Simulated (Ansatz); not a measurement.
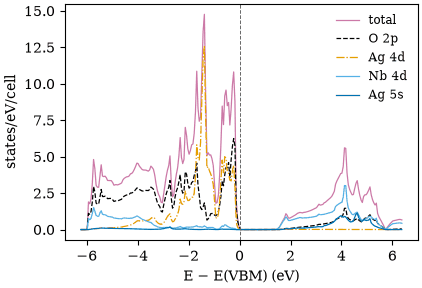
Total and projected density of states of NbAgO₃ (cubic perovskite, space group No. 221), the program Ansatz at the LDA level (PAW)

Task: Which orbitals carry the states next to the gap?

Result: Top 1 eV of the valence band: O 2p 50 %, Ag 4d 47 %. Bottom 1 eV of the conduction band: Nb 4d 77 %, O 2p 10 %, Ag 5s 7 %. Projections are on Löwdin-orthogonalised atomic valence shells; empty p or d shells of many metals are not among them.

Task: Where is the tallest occupied peak in this window, and what makes it?

Result: Near -1.4 eV, about 15 states/eV per cell; the largest projected share is Ag 4d.

Space group Pm-3m (cubic perovskite). The workflow started from a Materials Project entry (that database holds measured and hypothetical structures alike); the Crystallography Open Database copy checked does not list it. COD files the formula under space group No. 57, so this cell is another polymorph or a model. Its standing as an ambient phase is unchecked. The cell was relaxed with LDA under the symmetry of its start. At this level the phase is dynamically unstable (imaginary phonons). No spin polarisation was allowed. Spin–orbit coupling is left out wherever it is not named.

Potentials: the later of the program's two PAW sets.
